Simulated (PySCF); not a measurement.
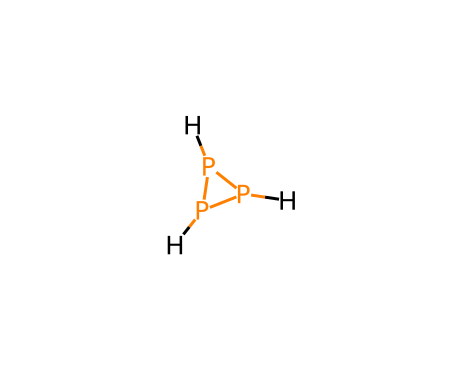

The geometry was computed by an optimisation with GFN2-xTB. No frequency run is at hand to confirm it as a minimum. Level of theory: ωB97X-D/def2-SVPD, gas phase (PySCF 2.14.0). Excitations: vertical, linear response.

What does the calculation give?

The species is P₃H₃ (`[pH]1[pH][pH]1`).
- dipole moment: 0.60 D
- HOMO energy (Kohn–Sham orbital): −9.22 eV
- LUMO energy (Kohn–Sham orbital): 1.06 eV
- HOMO–LUMO gap: 10.28 eV
- mean static polarisability: 74.0 bohr³
- lowest vertical singlet excitation: 5.67 eV
- its oscillator strength: 0.004
- brightest of the 8 lowest singlets: 6.33 eV
- its oscillator strength: 0.04

The geometry is semi-empirical. Around P such bond lengths and angles can be off by a tenth of an ångström or more and by several degrees, and values that hang on the shape move with them.
